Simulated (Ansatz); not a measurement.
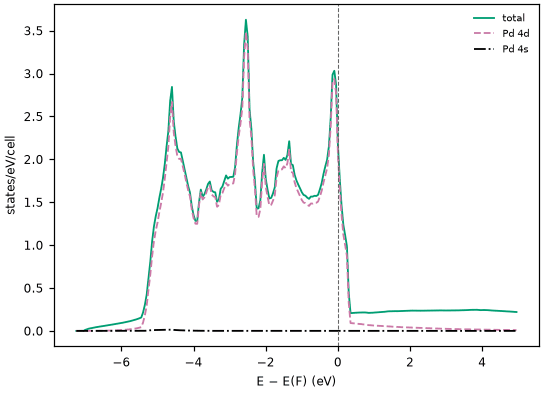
*Total and projected density of states of Pd (fcc (Cu type), Fm-3m), r²SCAN (plane waves, PAW; program Ansatz)*

Question: Which orbitals carry the states next to the Fermi level?

Answer: Within 0.5 eV of the Fermi level: Pd 4d 93 %, outside the projected shells 7 %. Projections are on Löwdin-orthogonalised atomic valence shells; empty p or d shells of many metals are not among them.

Question: Where is the tallest occupied peak in this window, and what makes it?

Answer: Near -2.6 eV, about 3.6 states/eV per cell; the largest projected share is Pd 4d.

The cell was relaxed with r²SCAN under the symmetry of its start. The run is not spin-polarised. Spin–orbit coupling is left out wherever it is not named.

Potentials: the later of the program's two PAW sets.
